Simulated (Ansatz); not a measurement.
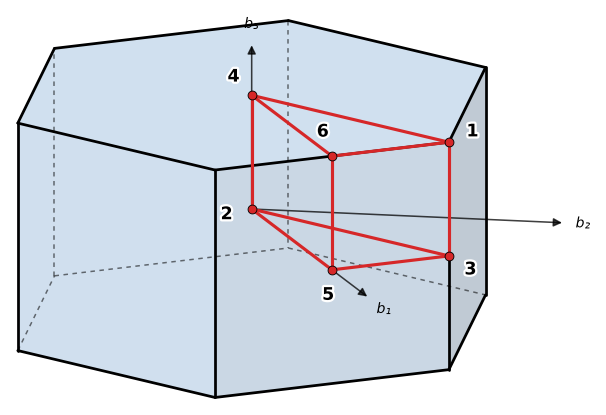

The first Brillouin zone of a primitive hexagonal lattice (hP; extended symbol hP2) is drawn with its special points numbered. Crystal: Ru, a calculation's input that goes back to an entry of the Crystallography Open Database (an earlier step may have relaxed or displaced it). All values are computed from the atomic coordinates in the standard setting (tolerance 0.002 Å).

a = 2.706 Å, b = 2.706 Å, c = 4.282 Å, α = 90.00°, β = 90.00°, γ = 120.00°.

Labels and path follow the convention of Hinuma et al. (2017), as computed by seekpath; the arrows show the directions of the reciprocal primitive vectors b₁, b₂, b₃, in which coordinates are given.

> Give the label and coordinates of each numbered point.

```json
{"no.": "1", "label": "H", "coordinates": "(1/3, 1/3, 1/2)"}
{"no.": "2", "label": "Γ", "coordinates": "(0, 0, 0)"}
{"no.": "3", "label": "K", "coordinates": "(1/3, 1/3, 0)"}
{"no.": "4", "label": "A", "coordinates": "(0, 0, 1/2)"}
{"no.": "5", "label": "M", "coordinates": "(1/2, 0, 0)"}
{"no.": "6", "label": "L", "coordinates": "(1/2, 0, 1/2)"}
```
